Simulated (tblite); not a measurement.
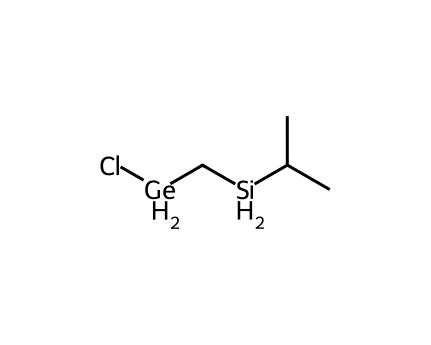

Figure made from data computed with tblite.

2D structure.

### Transcribe the drawing into SMILES.

CC(C)[SiH2][CH2][GeH2][Cl]

### Give the formula, hydrogens included.

C4H13ClGeSi.

### An optimisation with GFN2-xTB gave a structure of which point group?

C1. Other conformers may differ.
